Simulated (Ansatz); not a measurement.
Consider TiO2 in the rutile structure (space group P4_2/mnm, No. 136; a = 4.548 Å, c = 2.917 Å).

Modification: a hydrostatic pressure of 15 GPa.

The values are results of LDA, PAW, 420 eV (Ansatz, a first-principles code; spin-orbit coupling left out), not measurements.

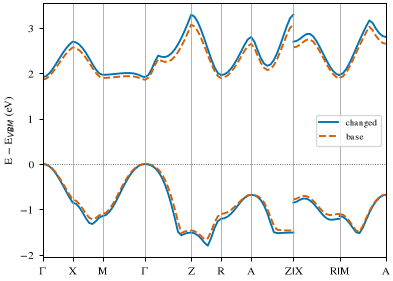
Figure: Highest valence and lowest conduction band along the path, each from its own valence-band maximum

### Question
From the figure, how large is the changed gap, and is it direct?

### Answer
About 1.9 eV, direct at Γ.

Load acts through the strain it causes; cell and atoms are relaxed under it. Stability against distortions was not tested. Competing high-pressure phases were not computed. The final runs are not spin-polarised.
